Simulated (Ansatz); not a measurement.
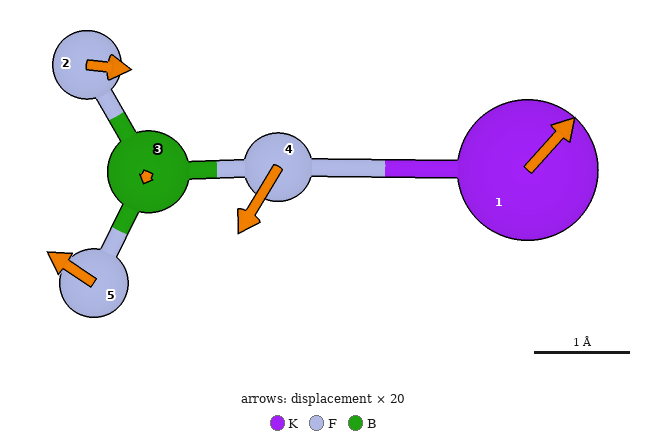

A relaxation of KBF3 (charge +1). The starting structure is drawn; orange arrows show the displacements, 20 times their true length. The two geometries are superimposed by the best rigid fit.

Style: ball-and-stick. Shown face on.

Theory: Ansatz 0.2.0, RKS PBE0-D4/def2-TZVP. Settings: force threshold 0.005 eV/Å; at most 200 steps.

Describe the change and its energy.

Answer. After 7 accepted moves (9 points after the start) the energy has fallen by 0.37 kcal/mol. The largest force component goes from 0.79 to 0.00012 eV/Å. The line search rejected the trial steps at points 2, 8 of the run. The forces were under the threshold at step 5, but the run went on from there. The largest move after the best rigid fit is that of F4, 0.043 Å. By element the largest moves are F 0.043 Å, K 0.038 Å, B 0.007 Å. Some distances before and after: K1–F4 2.630 → 2.677 Å, B3–F4 1.366 → 1.346 Å, B3–F5 1.308 → 1.297 Å. Bond angles that change, for instance: K1–F4–B3 177.2° → 179.9°. The run took 18 s on 4 threads of Arm Neoverse V1, with other jobs on the host.
